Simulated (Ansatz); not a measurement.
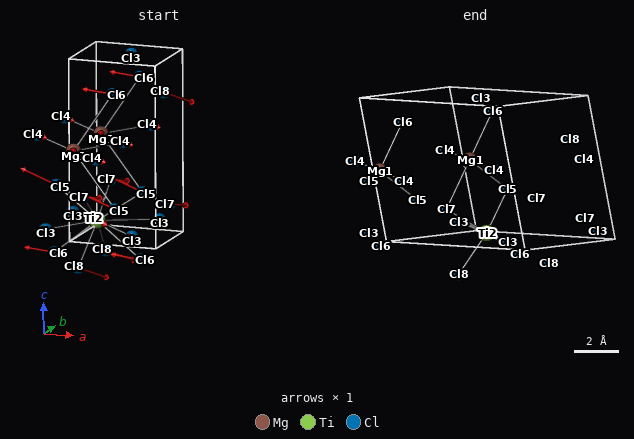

The structure of solid MgTiCl₆ (built on the TiAlNi6-123 type type) before (left) and after (right) a relaxation, at one scale. The red arrows give the displacements (the part carried along by the change of the cell is left out), at their true length.

The picture is a ball-and-stick view of the cell of the calculation, seen slightly off an axis.

Case: shaken.

Computed with DFT, PBEsol, plane waves, PAW in Ansatz.

Input
```yaml
crystal:
  lattice:
    - [4.2087190192, -0.035154872, -0.0433110974]
    - [-0.035154872, 4.3362940246, -0.0294764429]
    - [-0.087759368, -0.0597268173, 8.6600171523]
  atoms:
    - { symbol: Mg, position: [0.0513062654, 0.0025957481, 0.4971991382] }
    - { symbol: Ti, position: [0.0136872545, -0.0236596921, 0.0235931358] }
    - { symbol: Cl, position: [0.5507132132, 0.5465839031, -0.002234153] }
    - { symbol: Cl, position: [0.4702993224, 0.50764938, 0.5140864677] }
    - { symbol: Cl, position: [0.5286749312, 0.0063244479, 0.1957279045] }
    - { symbol: Cl, position: [0.5013231657, 0.0110143387, 0.8256943035] }
    - { symbol: Cl, position: [0.0038072336, 0.494553491, 0.1981474404] }
    - { symbol: Cl, position: [-0.0444100404, 0.4541742417, 0.8113902712] }
kpoints:
  mp_grid: { grid: [4, 4, 2] }
hamiltonian:
  xc: pbesol
scf:
  occupations: { method: fermi_dirac, width: 0.05 }
relax:
  f_tol: 0.01
  cell: {}
  max_steps: 120
```

Command:
```bash
ansatz run input.yaml --threads 4 --pin off --max-ram 4608MiB --backend cpu --events-out ev --progress --plain --runs-dir out
```

Describe what moved and what it gained.

Answer. Cl8 moves most relative to the cell: 2.28 Å along [0 3 −1]. By element the largest moves are Cl 2.28 Å, Ti 0.87 Å, Mg 0.56 Å. The volume changes by +27.3 %, with a 4.209 → 6.471 Å (+53.7 %), b 4.337 → 6.470 Å (+49.2 %), c 8.661 → 7.089 Å (−18.1 %), α 90.8° → 105.2°, β 91.2° → 105.2°, γ 90.9° → 44.9°. Near-neighbour distances that change, for instance: Cl6–Cl8 2.694 → 8.890 Å, Ti2–Cl5 2.556 → 5.980 Å, Ti2–Cl3 2.678 → 5.987 Å, Mg1–Cl4 2.790 → 5.978 Å. New bonds form: Mg1–Cl7 (3.38 → 2.53 Å), Mg1–Cl8 (3.66 → 2.53 Å). Bonds break: Mg1–Cl4 (2.79 → 5.98 Å), Ti2–Cl3 (2.68 → 5.99 Å), Ti2–Cl5 (2.56 → 5.98 Å), Ti2–Cl6 (2.73 → 4.99 Å). Bond angles that change, for instance: Cl3–Ti2–Cl7 131.6° → 81.2°, Cl5–Ti2–Cl8 116.3° → 162.2°, Cl3–Ti2–Cl5 55.6° → 98.9°. The space group (tolerance 0.01 Å) goes from P1 (No. 1) to C2 (No. 5). After 70 accepted moves (78 points after the start) the energy has fallen by 1094 meV per atom. The largest force component goes from 1.9 to 0.0028 eV/Å. Pressure: 2.88 GPa at the start and 0.00 GPa at the end. The line search rejected the trial steps at points 33, 46, 64, 75 of the run. The SCF was repeated 4 times at an unchanged geometry on a basis and grid sized afresh for the cell, which shifted the energy by 51.3 meV per atom at most.

Limits of the set-up: layers or molecules are held without a dispersion correction, so their spacing is unreliable.
